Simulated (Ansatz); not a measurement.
Consider BN (space group P6_3/mmc, No. 194; a = 2.506 Å, c = 6.615 Å; layered, stacked along the Cartesian z axis).

Structures relaxed with PBE-D3(BJ) (Ansatz, an electronic-structure program; PAW; 420 eV plane waves; without spin-orbit coupling).

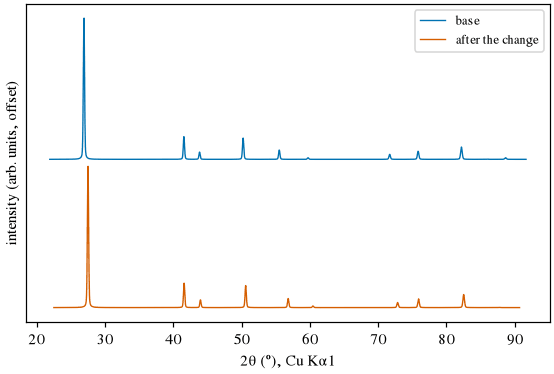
*Simulated powder patterns before (top) and after one change*

### Question
Which of these changes matches the shifts?
A) pressure 1.5 GPa
B) pressure 10 GPa
C) pressure 0.7 GPa
D) pressure 5 GPa

### Answer
C, pressure 0.7 GPa. Its volume per atom is 8.80 Å³ against 9.00 Å³, and its space group is P6_3/mmc (No. 194).

Load acts through the strain it causes; cell and atoms are relaxed under it. Whether these cells are dynamically stable was not tested. Competing high-pressure phases were not computed.
